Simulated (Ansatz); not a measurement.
# C₈H₄Sn: ionisation energy by level of theory

Aim: the vertical ionisation energy of C₈H₄Sn, as cation minus neutral at the neutral's geometry, on several levels, and how well −ε(HOMO) stands in for it.

Method: unrestricted cation, the program's frozen cores in correlated methods; program: Ansatz 0.2.0, Gaussian basis.

Plan: UKS PBE-D4/def2-TZVPP; UKS r2SCAN-D4/def2-TZVPP; UKS PBE0-D4/def2-TZVPP; UKS B3LYP-D4/def2-TZVPP; UKS wB97X-V/def2-TZVPP; UKS wB97M-V/def2-TZVPP; UKS B2PLYP/def2-TZVPP; UHF-CCSD(T)/def2-TZVPP; UHF-MP2/def2-QZVPP; extrapolation to the limit; then −ε(HOMO) from the neutral's earlier runs with LDA (SPW92), PBE-D4, revPBE-D4, BLYP-D4, r2SCAN-D4, B97M-V, PBE0-D4, B3LYP-D4, r2SCANh-D4, r2SCAN0-D4, HSE06-D4, BHLYP-D4, CAM-B3LYP-D4, LC-ωPBE, ωB97X-V, ωB97M-V.

1 further run of the same task is left out (for a known fault of the program).

### Step 1. The geometry

The geometry comes from an earlier relaxation with PBE0-D4 in a triple-zeta def2 set; it is a stationary point, not always the lowest conformer. Sn takes the def2 core potential; no spin-orbit term is included.

SMILES `C#[C][Sn]([C]#C)([C]#C)[C]#C`, 13 atoms, charge 0, spin multiplicity 1.

Atoms are counted from 1 here; the program's logs count them from 0.

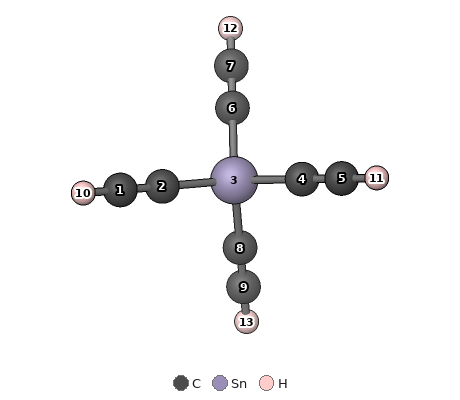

The geometry (carbon dark grey, tin purple, hydrogen pink); atoms are numbered from 1 in the order of the file.

### Step 2. Cation, UKS PBE-D4/def2-TZVPP

in.yaml reads:

```yaml
crystal:
  periodic: [false, false, false]
  atoms:
    - {symbol: C, position_ang: [3.080092, 0.289083, -1.067045]}
    - {symbol: C, position_ang: [1.946220, 0.180818, -0.674523]}
    - {symbol: Sn, position_ang: [0.002535, -0.002959, 0.000095]}
    - {symbol: C, position_ang: [-1.128984, -0.990121, -1.418351]}
    - {symbol: C, position_ang: [-1.790790, -1.566479, -2.243751]}
    - {symbol: C, position_ang: [-0.791955, 1.875061, 0.329729]}
    - {symbol: C, position_ang: [-1.255236, 2.970322, 0.522681]}
    - {symbol: C, position_ang: [-0.015793, -1.077388, 1.764207]}
    - {symbol: C, position_ang: [-0.028465, -1.703461, 2.793445]}
    - {symbol: H, position_ang: [4.083493, 0.385258, -1.414664]}
    - {symbol: H, position_ang: [-2.375999, -2.076647, -2.974613]}
    - {symbol: H, position_ang: [-1.665325, 3.939658, 0.693308]}
    - {symbol: H, position_ang: [-0.039392, -2.257843, 3.704181]}
basis:
  gaussian: {orbitals: def2-TZVPP}
total_charge: 1
magnetization: {spin_polarized: true, initial_magnetization: 1}
hamiltonian: {xc: pbe, dispersion: d4}
```

Run with:

```
$ ansatz run in.yaml --threads 2 --pin off --events-out ev --progress --plain --max-ram 22528MiB --backend cuda --devices 0, --max-vram 18GiB
```

After this run come: Cation, UKS r2SCAN-D4/def2-TZVPP; Cation, UKS PBE0-D4/def2-TZVPP; Cation, UKS B3LYP-D4/def2-TZVPP; Cation, UKS wB97X-V/def2-TZVPP; Cation, UKS wB97M-V/def2-TZVPP; Cation, UKS B2PLYP (frozen core)/def2-TZVPP; Cation, UHF-CCSD(T)/def2-TZVPP; Cation, UHF-MP2/def2-QZVPP.

Before running them: what should the planned runs give, taken together? Wanted: ionisation energy, CCSD(T)/CBS; nearest functional by difference; nearest −ε(HOMO); −ε(HOMO) of PBE; T1 of the cation.

As calculated:

| quantity | value |
| --- | --- |
| ionisation energy, CCSD(T)/CBS | 10.91 eV |
| nearest functional by difference | ωB97X-V (-0.27 eV) |
| nearest −ε(HOMO) | ωB97X-V (-0.16 eV) |
| −ε(HOMO) of PBE | 7.13 eV |
| T1 of the cation | 0.019 |

**Reading.** By cation minus neutral, the functionals miss by 1.55 eV at most. The PBE orbital energy is 3.8 eV too small: a semilocal HOMO is no ionisation energy. Among orbital estimates ωB97X-V comes nearest. Hartree-Fock falls 1.67 eV short, as the neutral has more correlation energy than the cation. The cation may have settled in a state other than its lowest; no search over hole states beyond the program's own was made. Correlated methods include outer-core shells of Sn, which these sets cover unevenly. In point group Td the highest level is often degenerate; the cation then breaks the symmetry, and the runs may pick different components. With outer-core shells in play the reference is unsure by up to some tenths of an eV, so close misses can't be ranked.
